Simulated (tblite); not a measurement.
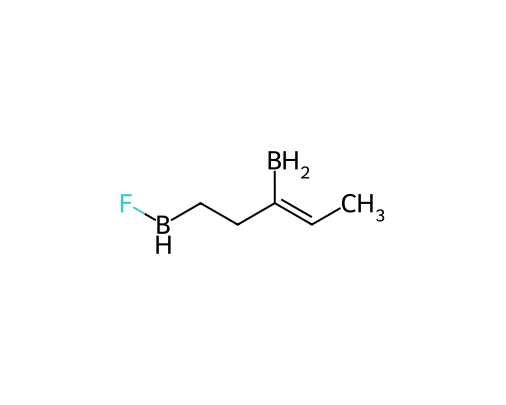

(Drawn from a calculation with tblite.)

Transcribe the drawing into SMILES.

Answer. B/C(=C\C)CCBF

What is the molecular formula?

Answer. C5H11B2F.

An optimisation with GFN2-xTB gave a structure of which point group?

Answer. C1. Other conformers may differ.
